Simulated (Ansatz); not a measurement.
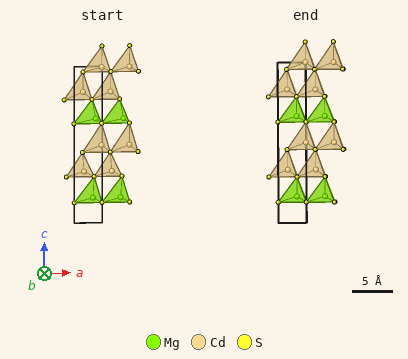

The structure of crystalline MgCd2S3 (a generated structure, set up in P1) (coarse preliminary run) before (left) and after (right) a relaxation, at one scale.

The picture is a polyhedral view of the cell of the calculation, repeated 2 × 1 × 1 with one cell outlined, seen along the b axis.

Computed with DFT PBE, scalar-relativistic, plane waves, PAW (Ansatz 0.2.0).

Input
```yaml
crystal:
  lattice:
    - [4.1603756632, -0.1121736141, 0.0433676797]
    - [-2.1773330311, 3.605046203, -0.0300994002]
    - [0.2120746402, -0.0475198387, 19.7280098466]
  atoms:
    - { symbol: Mg, position: [0.6685079228, 0.2963741219, 0.1606887808] }
    - { symbol: Mg, position: [0.7725402923, 0.4104262882, 0.6654926806] }
    - { symbol: Cd, position: [-0.0143651962, 0.0251800836, -0.0045034566] }
    - { symbol: Cd, position: [-0.0166816871, 0.0352604229, 0.4968162065] }
    - { symbol: Cd, position: [0.3501522507, 0.6166923756, 0.3293805378] }
    - { symbol: Cd, position: [0.3084743684, 0.6534197631, 0.8378458552] }
    - { symbol: S, position: [0.2955068817, 0.6445076435, 0.4508122568] }
    - { symbol: S, position: [0.3101640566, 0.6415872236, 0.9646631399] }
    - { symbol: S, position: [0.7144339534, 0.3434872243, 0.2956460169] }
    - { symbol: S, position: [0.6336610722, 0.3580735294, 0.7888961399] }
    - { symbol: S, position: [-0.0054890557, -0.0100217964, 0.1293779913] }
    - { symbol: S, position: [-0.016904859, -0.0149868798, 0.634883851] }
basis:
  ecutwfc: 420
kpoints:
  mp_grid: { grid: [6, 6, 1] }
hamiltonian:
  xc: pbe
scf:
  occupations: { method: gaussian, width: 0.1 }
  lower_state_search: "off"
output:
  forces: true
  stress: true
  eigenvalues: true
relax:
  adjacent_minimum: "off"
  f_tol: 0.025
  max_steps: 60
  cell: { stress_tol: 0.25 }
```

Run as
```bash
ansatz run input.yaml --threads 1 --pin off --max-ram 2560MiB --backend cpu --events-out ev --progress --plain --runs-dir out
```

Describe what moved and what it gained.

Answer. Over 3 accepted moves (4 points after the start) the energy falls by 134 meV per atom. The largest force component goes from 2.5 to 0.023 eV/Å. Pressure: 3.56 GPa at the start and −0.06 GPa at the end. At 1 point the geometry stayed and the basis and grid were re-selected for the new cell (energy shift of 0.1 meV per atom at most each time). The largest move relative to the cell is that of Mg2, 0.38 Å along [−3 −2 0]. By element the largest moves are Mg 0.38 Å, S 0.24 Å, Cd 0.24 Å. The drawn cell changes as follows: a 4.162 → 4.147 Å (−0.4 %), b 4.212 → 4.150 Å (−1.5 %), c 19.729 → 20.232 Å (+2.5 %), α 90.8° → 90.1°, β 88.8° → 89.8°, γ 122.7° → 120.3°; the volume changes by +3.3 %. Some distances before and after: Mg2–S12 2.840 → 2.501 Å, Mg2–S12 (another image) 2.172 → 2.500 Å, Cd3–S8 2.271 → 2.552 Å, Mg1–S9 2.670 → 2.465 Å. Bond angles that change, for instance: S12–Mg2–S12 131.4° → 112.1°, Mg2–S12–Mg2 131.4° → 112.1°, S10–Mg2–S12 91.8° → 106.9°. The space group stays P1 (No. 1).
